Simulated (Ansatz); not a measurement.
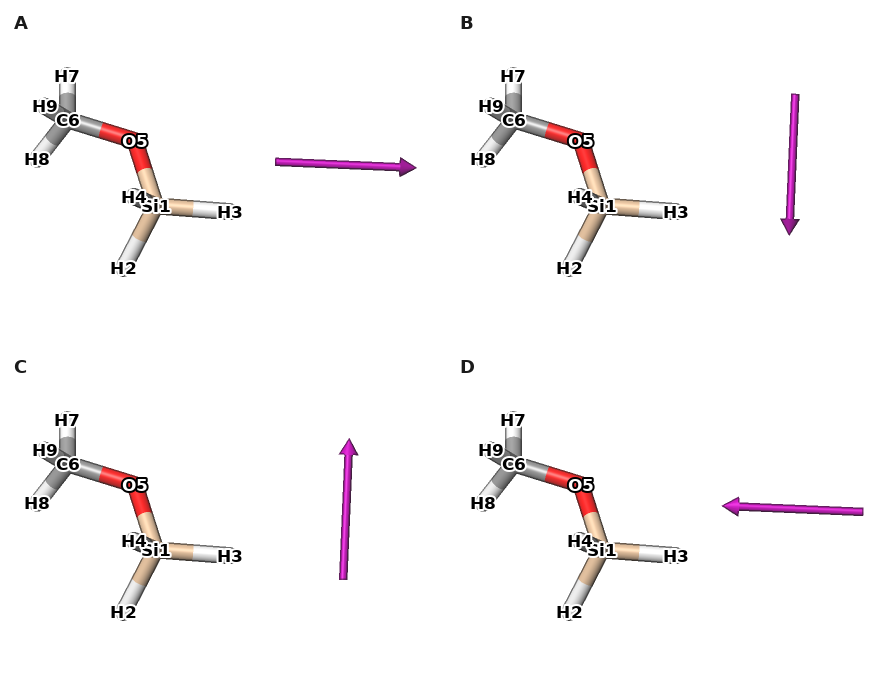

The same molecule four times, each with an arrow. The computed structure is the end point of a PBE0-D4/def2-TZVP optimisation. Method: RKS PBE0-D4/def2-TZVP (Ansatz 0.2.0).

Question: Which arrow points along the dipole moment, from the negative to the positive end?

Answer: D. The dipole moment is 1.10 D; it points from the side of H3 to the side of H8, H9 (the outermost atoms at the two ends).
